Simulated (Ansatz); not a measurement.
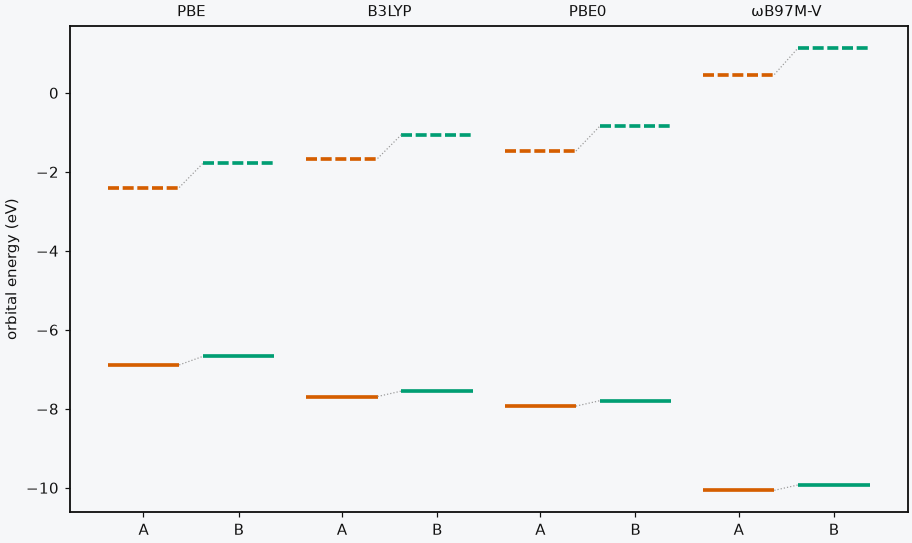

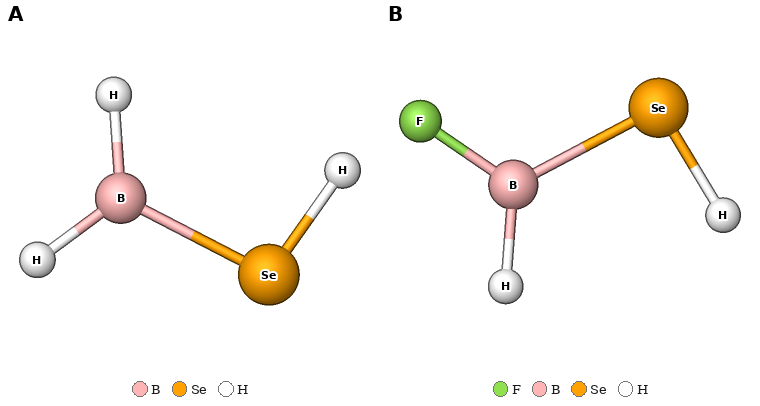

One change: A, BH₃Se (SMILES B[SeH]), becomes B, BH₂SeF (SMILES FB[SeH]). H on B is replaced by F. HOMO (solid) and LUMO (dashed) computed in def2-TZVPP at PBE0-D4/def2-TZVP geometries, both minima by their frequencies, gas phase, the Ansatz code 0.2.0. Empty levels above zero depend strongly on the basis.

What does the change do to HOMO and LUMO?

Answer. PBE: the HOMO rises by 0.22 eV, the LUMO rises by 0.61 eV, and the separation goes from 4.49 to 4.89 eV. B3LYP: the HOMO rises by 0.14 eV, the LUMO rises by 0.60 eV, and the separation goes from 6.03 to 6.49 eV. PBE0: the HOMO rises by 0.14 eV, the LUMO rises by 0.63 eV, and the separation goes from 6.46 to 6.95 eV. ωB97M-V: the HOMO rises by 0.14 eV, the LUMO rises by 0.67 eV, and the separation goes from 10.53 to 11.07 eV.

Do the functionals agree on the effect?

Answer. They agree on the direction for both levels; the HOMO shift lies between 0.14 and 0.22 eV and the LUMO shift between 0.60 and 0.67 eV, while the separations themselves differ by up to 6.2 eV between functionals.
